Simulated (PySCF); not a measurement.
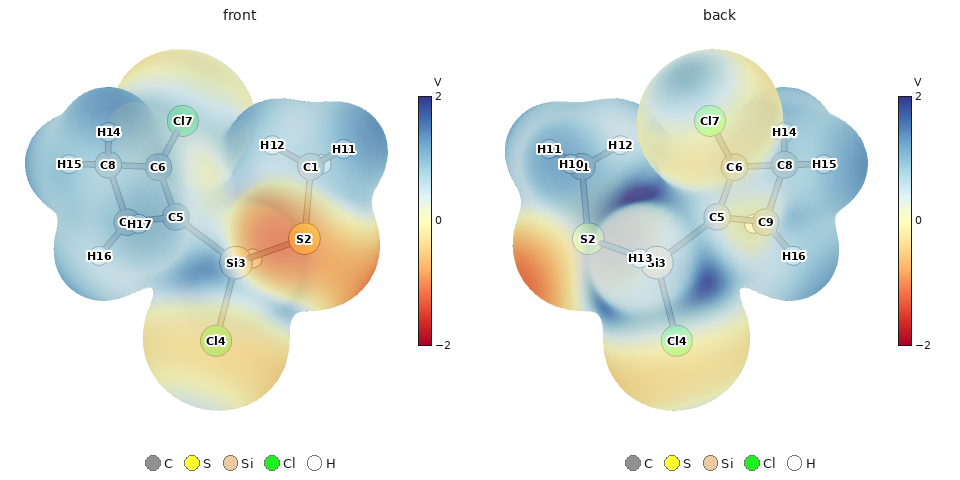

Figure. C₅H₈Cl₂SSi. The electrostatic potential painted on the density surface at 0.004 e/bohr³, seen from the front and from behind; the colour scale runs from red (negative) to blue (positive).

Geometry: GFN2-xTB.

The calculation used PySCF 2.14.0, PBE0/pcSseg-1, SCF density, gas phase, non-relativistic.

```yaml
atoms:
  - { symbol: C, position_ang: [-2.5615, 0.1002, 1.0568] }
  - { symbol: S, position_ang: [-2.6418, 0.0454, -0.7626] }
  - { symbol: Si, position_ang: [-0.8718, -1.1143, -1.1645] }
  - { symbol: Cl, position_ang: [-0.6393, -1.2005, -3.1582] }
  - { symbol: C, position_ang: [0.6080, -0.2451, -0.4223] }
  - { symbol: C, position_ang: [1.1926, -0.2114, 0.7834] }
  - { symbol: Cl, position_ang: [0.8858, -1.0096, 2.2588] }
  - { symbol: C, position_ang: [2.2583, 0.7763, 0.4228] }
  - { symbol: C, position_ang: [1.6028, 0.7621, -0.9798] }
  - { symbol: H, position_ang: [-2.6552, -0.9041, 1.4564] }
  - { symbol: H, position_ang: [-3.3946, 0.7112, 1.3866] }
  - { symbol: H, position_ang: [-1.6236, 0.5478, 1.3678] }
  - { symbol: H, position_ang: [-1.0491, -2.4479, -0.6044] }
  - { symbol: H, position_ang: [2.2084, 1.7271, 0.9500] }
  - { symbol: H, position_ang: [3.2764, 0.3947, 0.4638] }
  - { symbol: H, position_ang: [2.2331, 0.3725, -1.7752] }
  - { symbol: H, position_ang: [1.1645, 1.7076, -1.2893] }
```

Which sites attract a positive test charge, and which a negative one?

Answer. A positive charge is drawn to the negative regions and a negative charge to the positive ones. The most negative region (about −1.1 V) lies over S2, the most positive (about +1.9 V) over Si3. Cl4 shows a σ-hole: about +0.4 V at the tip opposite its bond, against about −0.3 V on its flanks. Cl7 shows a σ-hole: about +1.1 V at the tip opposite its bond, against about 0.0 V on its flanks.

What dipole moment does the calculation give?

Answer. Its dipole moment is 2.53 D.
